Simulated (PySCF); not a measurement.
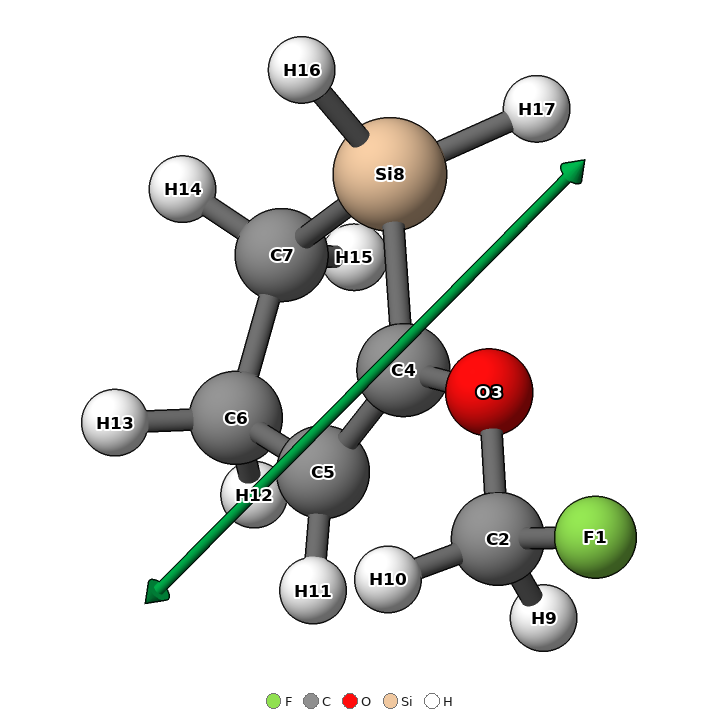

The double arrow shows the direction of the transition dipole to excited singlet state 3 (its length means nothing). Computed geometry: GFN2-xTB optimisation. No frequency run is at hand to confirm it as a minimum. Method: TDDFT PBE0/def2-SVPD, vertical, gas phase, core orbitals frozen in the response (PySCF 2.14.0).

Question: How is the transition polarised?

Answer: Nearly parallel to the C4–C5 bond.

Question: Give its energy, strength and character.

Answer: 6.41 eV (193 nm), oscillator strength 0.15, mainly HOMO → LUMO (weight 0.72); transition dipole 2.46 D.

The geometry is semi-empirical. Around Si such bond lengths and angles can be off by a tenth of an ångström or more and by several degrees, and values that hang on the shape move with them.
